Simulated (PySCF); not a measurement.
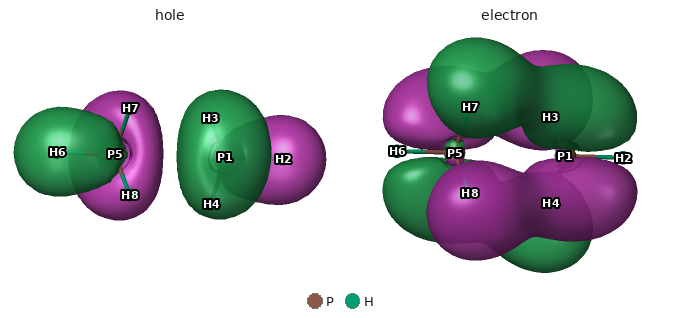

Figure 1: H$_{6}$P$_{2}$, SMILES `P.P`. Leading natural transition orbital pair of S₂ (TDA singlet states); the surfaces enclose about 85 % of each orbital's density.

PySCF calculation, CAM-B3LYP/def2-SVP, gas phase; geometry: GFN2-xTB. The pair's geometry is semi-empirical, so its contact may be too short or too long. GFN2-xTB bond lengths at metals and heavier atoms can be off by up to 0.1 Å and shapes distorted, which carries into these values. Without diffuse functions Rydberg states are missing, so the states' numbers hold for this basis only.

Input script:

```python
import numpy as np
from pyscf import gto, scf, dft, tdscf
from pyscf.scf import atom_ks, atom_hf
from scipy.linalg import block_diag

def solve(mol, dm0=None, hcore=None):
    mf = (dft.UKS if mol.spin else dft.RKS)(mol, xc='camb3lyp')
    mf.grids.level = 3
    mf = mf.density_fit(auxbasis='def2-universal-jkfit')
    mf.conv_tol, mf.max_cycle = 1e-8, 80
    if hcore is not None:
        mf.get_hcore = lambda *args: hcore
    mf.kernel(dm0)
    if not mf.converged:
        mf = mf.newton().run(mf.mo_coeff, mf.mo_occ, max_cycle=30)
    assert mf.converged, 'SCF not converged'
    return mf

mol = gto.M(atom='''
P     -1.35541    -0.00230     0.08775
H     -2.74371     0.00183     0.22770
H     -1.39246    -0.98594    -0.88702
H     -1.38308     1.01855    -0.84863
P      1.35541    -0.00230    -0.08775
H      2.74371     0.00183    -0.22770
H      1.39246    -0.98594     0.88702
H      1.38308     1.01855     0.84863
''', basis='def2-svp', charge=0, spin=0, verbose=4)
mf = solve(mol)
td = mf.TDA()
td.nstates, td.singlet, td.conv_tol = 5, True, 1e-5
td.kernel()
td.analyze()
x, y = np.array([p[0] for p in td.xy]), np.array([p[1] + 0 * p[0] for p in td.xy])
f, mu = td.oscillator_strength(), td.transition_dipole()
nto = [td.get_nto(state=i + 1, verbose=4) for i in range(len(td.e))]
# spherically averaged free atoms, for the promolecule
atm = atom_ks.get_atm_nrks(mol, xc='camb3lyp')
pro = block_diag(*[(atm[a[0]][2] * atm[a[0]][3]) @ atm[a[0]][2].T for a in mol._atom])
np.savez('result.npz', e=td.e, f=f, ok=td.converged, w=[n[0] for n in nto], nto=[n[1] for n in nto], x=x, y=y, c=mf.mo_coeff, occ=mf.mo_occ, eps=mf.mo_energy, pro=pro, mu=mu)
```

Launched as:

```sh
OMP_NUM_THREADS=1 python input.py
```

The run took 45 s on 1 thread of Arm Neoverse V2, on a shared host, peak memory 0.42 GiB.

### Give its energy and the atoms that hole and electron lie on.

7.21 eV (172 nm), f = 0.080; the leading pair carries 98 %; hole on P1 and P5 (37 % each) and H2 and H6 (10 % each), electron on P1 and P5 (30 % each) and H3, H4, H7 and H8 (9 % each); their centroids lie 0.0 Å apart. In canonical orbitals it is mainly HOMO → LUMO+1 (97 %). The HOMO–LUMO gap is 9.75 eV.
